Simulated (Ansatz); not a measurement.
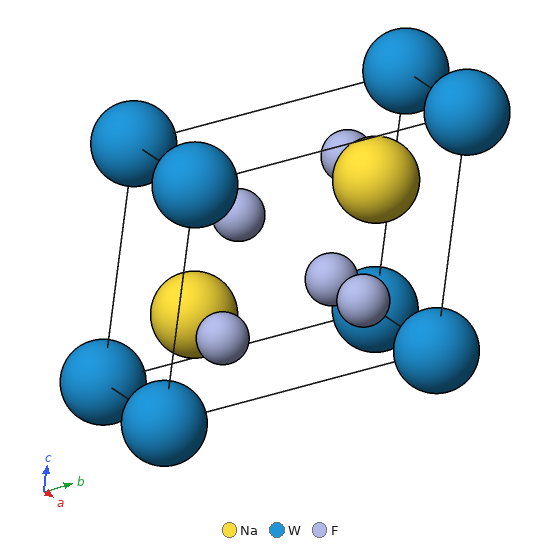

Structure drawing (spheres-only), viewed slightly off an axis. The simulation cell is outlined; an atom on or near a face, edge or corner is repeated at each equivalent position.

```yaml
crystal:
  lattice:
    - [0.00000, 4.08950, 4.08950]
    - [4.08950, 0.00000, 4.08950]
    - [4.08950, 4.08950, 0.00000]
  atoms:
    - { symbol: Na, position: [0.25000, 0.25000, 0.25000] }
    - { symbol: Na, position: [0.75000, 0.75000, 0.75000] }
    - { symbol: W, position: [0.00000, 0.00000, 0.00000] }
    - { symbol: F, position: [0.75846, 0.24154, 0.24154] }
    - { symbol: F, position: [0.24154, 0.75846, 0.75846] }
    - { symbol: F, position: [0.24154, 0.75846, 0.24154] }
    - { symbol: F, position: [0.75846, 0.24154, 0.75846] }
    - { symbol: F, position: [0.24154, 0.24154, 0.75846] }
    - { symbol: F, position: [0.75846, 0.75846, 0.24154] }
```

Calculation details: DFT PBE, scalar-relativistic, plane waves, PAW (Ansatz 0.2.0); a kinetic-energy cutoff of 420 eV, 8×8×8 k-points, Gaussian smearing of 0.1 eV, collinear spins. The state is ferromagnetic.

What net charge does each kind of atom have (Bader)?

Na +0.93 e; W +2.49 e; F -0.73 e.

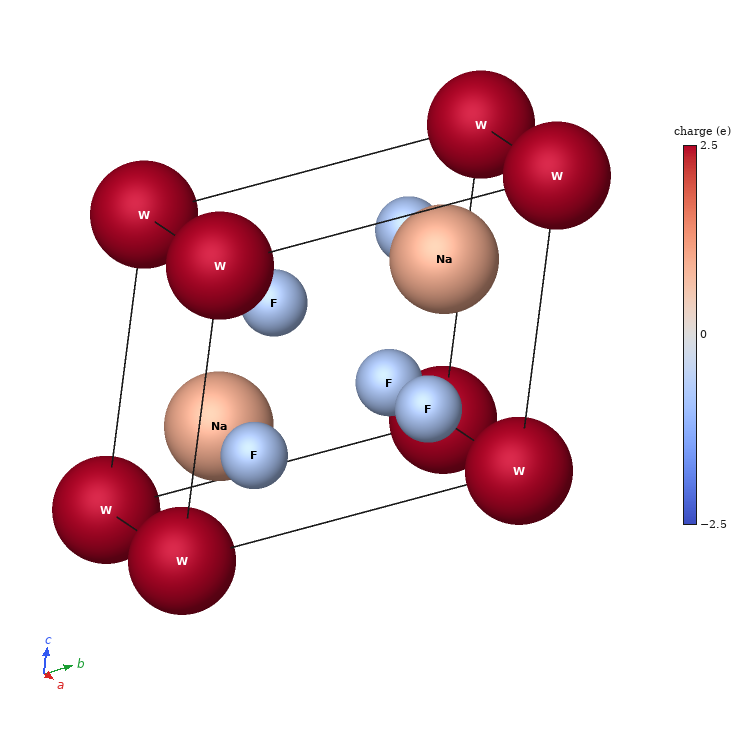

The atoms coloured by those charges.

The structure was taken from a structure type filled with these elements by a generator (whether the compound takes this form wasn't checked). Earlier steps of the study may have refined or changed the cell and positions. Ansatz was used for an electronic-structure calculation on it.
